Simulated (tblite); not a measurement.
Saddle-point search of C5H13NSi

The run: saddle-point search of C5H13NSi. Method and program: GFN2-xTB saddle search (eigenvector following) and harmonic vibrations, gas phase (tblite 0.8.0).

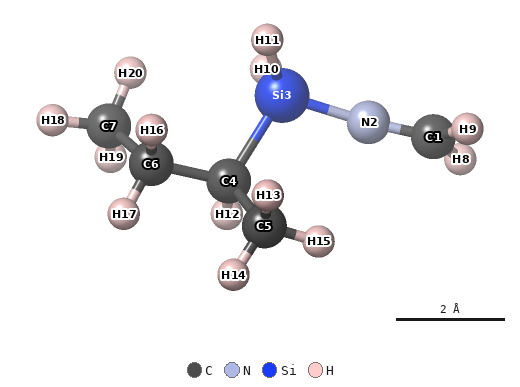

**Figure 1.** The structure as given in the input (ball-and-stick view, seen at a tilt; atoms are numbered from 1 in the order of the input). Bond lengths as drawn: C–C 1.52 to 1.53 Å, C–H 1.09 to 1.10 Å, C–N 1.24 Å, C–Si 1.91 Å, H–Si 1.47 Å and N–Si 1.69 Å.

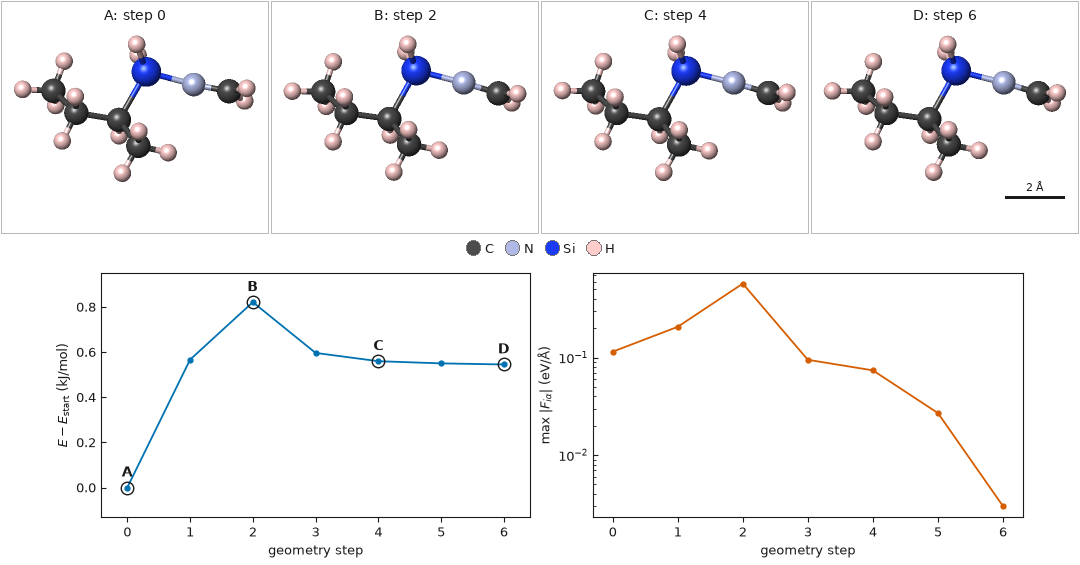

**Figure 2.** Frames of the saddle-point search (ball-and-stick view, seen at a tilt) above the curves, on which the letters mark them (steps are counted from 0).

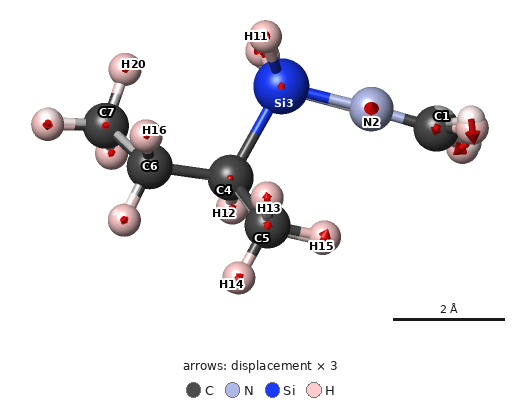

**Figure 3.** Start (faint) and end (solid) with the displacements as red arrows, magnified 3 times (ball-and-stick view, seen at a tilt). The two geometries are laid on each other by the best rigid fit. The atom that moves furthest after the best rigid fit is H9 (0.16 Å). By element the largest moves are H 0.16 Å, N 0.12 Å, C 0.07 Å, Si 0.04 Å. Among the angles that change: N2–Si3–H10 102.8° → 109.2°, C1–N2–Si3 171.2° → 177.1°, N2–Si3–H11 116.1° → 110.7°. Over 6 geometry steps the energy rises by 0.55 kJ/mol. The largest force component goes from 0.12 to 0.003 eV/Å. (Atoms are counted from 1 in the order of the input.)

The input that produced these results follows, with the program's output.

**Input**
```
{"job": {"xc": "GFN2-xTB", "basis": "xTB", "kind": "saddle"}, "charge": 0, "multiplicity": 1}
C      3.524839    -0.018407    -0.171427
N      2.379135     0.336751     0.127221
Si     0.849628     0.682074     0.749104
C     -0.380539    -0.185961    -0.429396
C      0.041860    -1.619557    -0.739191
C     -1.798547    -0.179372     0.140874
C     -2.365679     1.219588     0.339573
H      4.056071     0.507858    -0.968692
H      4.071029    -0.841415     0.303091
H      0.765124     2.140896     0.614199
H      0.607238     0.266523     2.140556
H     -0.398975     0.366396    -1.375034
H      0.078703    -2.214330     0.171589
H     -0.665278    -2.091618    -1.422398
H      1.026840    -1.640761    -1.200280
H     -1.804962    -0.710111     1.096417
H     -2.455421    -0.731296    -0.539994
H     -3.410196     1.165603     0.640948
H     -2.305491     1.790141    -0.585110
H     -1.815378     1.756997     1.107950
```

The first line tells a small driver script what to run in tblite; the rest is the geometry in Å.

Command:
```bash
OMP_NUM_THREADS=1 python <driver script> task.json out
```

**Output**
```
step      E/eV     max force
  0    -597.52795   0.1700
  1    -597.52208   0.2328
  2    -597.51944   0.6360
  3    -597.52177   0.1050
  4    -597.52215   0.0808
  5    -597.52225   0.0288
  6    -597.52230   0.0033
lowest wavenumbers (cm-1): -260.0 35.2 84.7 96.0 169.0 197.7
```

**Trajectory as extended XYZ (Å, eV, eV/Å), 7 frames, from step=0 to step=6**
```
20
Properties=species:S:1:pos:R:3:forces:R:3 step=0 energy=-597.52795
C     3.5248   -0.0184   -0.1714    0.0220   0.0150  -0.0370
N     2.3791    0.3368    0.1272   -0.0090   0.0890  -0.0640
Si    0.8496    0.6821    0.7491    0.0090   0.0250  -0.0110
C    -0.3805   -0.1860   -0.4294    0.0010   0.0000   0.0110
C     0.0419   -1.6196   -0.7392    0.0020   0.0000   0.0080
C    -1.7985   -0.1794    0.1409   -0.0050  -0.0040   0.0010
C    -2.3657    1.2196    0.3396   -0.0020  -0.0030  -0.0010
H     4.0561    0.5079   -0.9687    0.1150  -0.1110  -0.0580
H     4.0710   -0.8414    0.3031   -0.0740   0.0290   0.0720
H     0.7651    2.1409    0.6142   -0.0680   0.0230   0.0990
H     0.6072    0.2665    2.1406    0.0210  -0.0440  -0.0310
H    -0.3990    0.3664   -1.3750    0.0000  -0.0030   0.0110
H     0.0787   -2.2143    0.1716    0.0010  -0.0090   0.0020
H    -0.6653   -2.0916   -1.4224    0.0050   0.0020   0.0030
H     1.0268   -1.6408   -1.2003    0.0020   0.0050   0.0080
H    -1.8050   -0.7101    1.0964   -0.0190  -0.0090  -0.0020
H    -2.4554   -0.7313   -0.5400   -0.0040   0.0000  -0.0050
H    -3.4102    1.1656    0.6409   -0.0010   0.0050   0.0020
H    -2.3055    1.7901   -0.5851    0.0020  -0.0060  -0.0020
H    -1.8154    1.7570    1.1079    0.0030  -0.0050  -0.0040
20
Properties=species:S:1:pos:R:3:forces:R:3 step=1 energy=-597.52208
C     3.5101   -0.0309   -0.2003   -0.1500   0.0470   0.0430
N     2.3836    0.3120    0.1846    0.2070  -0.0370  -0.1000
Si    0.8486    0.6936    0.7688    0.0180   0.0240  -0.0020
C    -0.3710   -0.1783   -0.4191   -0.0010  -0.0010   0.0050
C     0.0580   -1.6122   -0.7185    0.0020   0.0000   0.0040
C    -1.7960   -0.1750    0.1348   -0.0020  -0.0020   0.0000
C    -2.3716    1.2221    0.3214    0.0000  -0.0020   0.0000
H     4.0182    0.5223   -0.9970    0.0500  -0.0780  -0.0080
H     4.0630   -0.8845    0.2132   -0.0910   0.0770   0.0180
H     0.7366    2.1543    0.6695   -0.0410   0.0030   0.0560
H     0.6181    0.2474    2.1522    0.0130  -0.0220  -0.0250
H    -0.3814    0.3703   -1.3671    0.0010  -0.0020   0.0070
H     0.0842   -2.2036    0.1948    0.0010  -0.0040  -0.0010
H    -0.6395   -2.0877   -1.4092    0.0040   0.0020   0.0040
H     1.0490   -1.6337   -1.1665   -0.0020   0.0030   0.0060
H    -1.8128   -0.7032    1.0916   -0.0110  -0.0050  -0.0040
H    -2.4421   -0.7316   -0.5529    0.0000   0.0020  -0.0020
H    -3.4180    1.1651    0.6157    0.0000   0.0030   0.0010
H    -2.3078    1.7871   -0.6066    0.0020  -0.0030   0.0000
H    -1.8294    1.7664    1.0906    0.0000  -0.0040  -0.0030
20
Properties=species:S:1:pos:R:3:forces:R:3 step=2 energy=-597.51944
C     3.4908   -0.0314   -0.2414   -0.4380   0.1220   0.1680
N     2.3825    0.2645    0.2404    0.5740  -0.1840  -0.2030
Si    0.8495    0.6973    0.7942    0.0140   0.0390   0.0170
C    -0.3605   -0.1737   -0.4046   -0.0140  -0.0030  -0.0060
C     0.0725   -1.6104   -0.6854    0.0020  -0.0050  -0.0010
C    -1.7964   -0.1674    0.1217    0.0040  -0.0080   0.0000
C    -2.3739    1.2302    0.2982   -0.0030   0.0050   0.0010
H     3.9562    0.5486   -1.0491   -0.0500  -0.0460   0.0810
H     4.0698   -0.8944    0.1139   -0.0890   0.1020  -0.0240
H     0.7066    2.1599    0.7495   -0.0050  -0.0370  -0.0020
H     0.6427    0.2067    2.1667    0.0040   0.0110  -0.0310
H    -0.3540    0.3683   -1.3569    0.0000  -0.0040   0.0070
H     0.0776   -2.1952    0.2329   -0.0010   0.0050  -0.0140
H    -0.6104   -2.0893   -1.3884    0.0050   0.0020   0.0070
H     1.0738   -1.6370   -1.1104   -0.0190   0.0000   0.0060
H    -1.8347   -0.6978    1.0770    0.0010   0.0030  -0.0110
H    -2.4291   -0.7214   -0.5809    0.0060   0.0030   0.0070
H    -3.4273    1.1751    0.5683    0.0140   0.0010  -0.0030
H    -2.2872    1.7966   -0.6273   -0.0010  -0.0030   0.0090
H    -1.8485    1.7710    1.0816   -0.0040  -0.0030  -0.0080
20
Properties=species:S:1:pos:R:3:forces:R:3 step=3 energy=-597.52177
C     3.5023   -0.0446   -0.2036   -0.0870   0.0290   0.0230
N     2.3845    0.2845    0.2136    0.0950  -0.0220  -0.0390
Si    0.8478    0.7104    0.7634    0.0270   0.0060  -0.0090
C    -0.3687   -0.1715   -0.4210   -0.0010   0.0000   0.0020
C     0.0680   -1.6042   -0.7148    0.0000   0.0000   0.0020
C    -1.7949   -0.1753    0.1302   -0.0010  -0.0010   0.0000
C    -2.3748    1.2190    0.3243    0.0000  -0.0010  -0.0010
H     4.0014    0.5060   -1.0082    0.0170  -0.0330   0.0000
H     4.0582   -0.8987    0.2003   -0.0390   0.0330   0.0070
H     0.7231    2.1705    0.6701   -0.0170   0.0000   0.0230
H     0.6230    0.2626    2.1465    0.0060  -0.0090  -0.0110
H    -0.3817    0.3736   -1.3711    0.0010  -0.0010   0.0030
H     0.0955   -2.1923    0.2006    0.0000  -0.0010   0.0000
H    -0.6258   -2.0854   -1.4051    0.0020   0.0010   0.0020
H     1.0600   -1.6224   -1.1604   -0.0010   0.0010   0.0030
H    -1.8127   -0.7100    1.0834   -0.0040  -0.0020  -0.0020
H    -2.4377   -0.7292   -0.5627    0.0000   0.0010   0.0000
H    -3.4218    1.1577    0.6155    0.0010   0.0010   0.0000
H    -2.3097    1.7900   -0.5998    0.0010  -0.0020   0.0000
H    -1.8360    1.7592    1.0988    0.0000  -0.0020  -0.0020
20
Properties=species:S:1:pos:R:3:forces:R:3 step=4 energy=-597.52215
C     3.4922   -0.0481   -0.2156   -0.0610   0.0200   0.0180
N     2.3840    0.2708    0.2330    0.0740  -0.0240  -0.0220
Si    0.8482    0.7160    0.7690    0.0040   0.0030   0.0000
C    -0.3646   -0.1686   -0.4176   -0.0010  -0.0010   0.0000
C     0.0752   -1.6017   -0.7052    0.0000   0.0000   0.0000
C    -1.7939   -0.1736    0.1252    0.0000  -0.0010   0.0000
C    -2.3751    1.2200    0.3197    0.0000   0.0020   0.0000
H     3.9787    0.5028   -1.0279   -0.0080  -0.0040   0.0090
H     4.0538   -0.9030    0.1758   -0.0070   0.0080  -0.0020
H     0.7103    2.1759    0.6915   -0.0010  -0.0040   0.0000
H     0.6307    0.2557    2.1487    0.0000   0.0000  -0.0020
H    -0.3734    0.3739   -1.3693    0.0000   0.0000   0.0000
H     0.0982   -2.1871    0.2120    0.0000   0.0000  -0.0010
H    -0.6143   -2.0855   -1.3980    0.0000   0.0000   0.0010
H     1.0696   -1.6204   -1.1450   -0.0010   0.0000   0.0000
H    -1.8180   -0.7113    1.0765    0.0000   0.0010  -0.0010
H    -2.4324   -0.7253   -0.5735    0.0010   0.0010   0.0010
H    -3.4245    1.1582    0.6022    0.0020   0.0010  -0.0010
H    -2.3022    1.7942   -0.6019    0.0000  -0.0010   0.0010
H    -1.8424    1.7570    1.1006   -0.0010  -0.0010  -0.0020
20
Properties=species:S:1:pos:R:3:forces:R:3 step=5 energy=-597.52225
C     3.4897   -0.0409   -0.2236   -0.0080   0.0030   0.0000
N     2.3844    0.2739    0.2325    0.0270  -0.0080  -0.0060
Si    0.8492    0.7097    0.7765   -0.0140   0.0060   0.0070
C    -0.3628   -0.1711   -0.4138   -0.0010   0.0000  -0.0010
C     0.0738   -1.6056   -0.6990    0.0000  -0.0010   0.0000
C    -1.7941   -0.1717    0.1236    0.0000  -0.0010   0.0000
C    -2.3730    1.2235    0.3136   -0.0010   0.0010   0.0000
H     3.9696    0.5135   -1.0371   -0.0020  -0.0010   0.0030
H     4.0561   -0.8950    0.1622   -0.0020   0.0030  -0.0010
H     0.7070    2.1696    0.7102    0.0010  -0.0030   0.0000
H     0.6351    0.2387    2.1532    0.0000   0.0010  -0.0020
H    -0.3664    0.3710   -1.3658    0.0000   0.0000   0.0010
H     0.0915   -2.1906    0.2186    0.0000   0.0000  -0.0010
H    -0.6144   -2.0877   -1.3942    0.0000   0.0000   0.0000
H     1.0699   -1.6275   -1.1350   -0.0010   0.0000   0.0000
H    -1.8232   -0.7079    1.0756    0.0000   0.0000   0.0000
H    -2.4311   -0.7229   -0.5768    0.0000   0.0000   0.0000
H    -3.4240    1.1644    0.5908    0.0020   0.0000   0.0000
H    -2.2942    1.7965   -0.6083    0.0000  -0.0010   0.0010
H    -1.8432    1.7600    1.0966   -0.0010   0.0000  -0.0010
20
Properties=species:S:1:pos:R:3:forces:R:3 step=6 energy=-597.52230
C     3.4899   -0.0295   -0.2334   -0.0030   0.0010   0.0010
N     2.3860    0.2763    0.2317    0.0020  -0.0010  -0.0010
Si    0.8505    0.6992    0.7869    0.0020   0.0000   0.0000
C    -0.3614   -0.1749   -0.4085    0.0000   0.0000   0.0000
C     0.0699   -1.6114   -0.6918    0.0000   0.0000   0.0000
C    -1.7950   -0.1690    0.1230    0.0000   0.0000   0.0000
C    -2.3708    1.2287    0.3041    0.0000   0.0000   0.0000
H     3.9611    0.5321   -1.0471   -0.0010  -0.0010   0.0010
H     4.0642   -0.8820    0.1443   -0.0010   0.0020  -0.0010
H     0.7046    2.1591    0.7362    0.0000  -0.0020   0.0000
H     0.6412    0.2131    2.1591    0.0000   0.0010  -0.0020
H    -0.3586    0.3672   -1.3604    0.0000   0.0000   0.0010
H     0.0799   -2.1969    0.2257    0.0000   0.0010  -0.0010
H    -0.6168   -2.0901   -1.3908    0.0000   0.0000   0.0000
H     1.0682   -1.6379   -1.1224   -0.0010   0.0000   0.0000
H    -1.8299   -0.7010    1.0772    0.0000   0.0000  -0.0010
H    -2.4305   -0.7215   -0.5777    0.0000   0.0000   0.0000
H    -3.4231    1.1738    0.5772    0.0010   0.0000   0.0000
H    -2.2865    1.7971   -0.6201    0.0000   0.0000   0.0010
H    -1.8429    1.7675    1.0868    0.0000   0.0000   0.0000
```

**Results in brief**

- outcome: converged
- total energy: −597.5223 eV
- point group: C1
- hardware: 1 CPU thread, shared host
- wall time: 4.2 s
- peak memory: 0.2 GiB
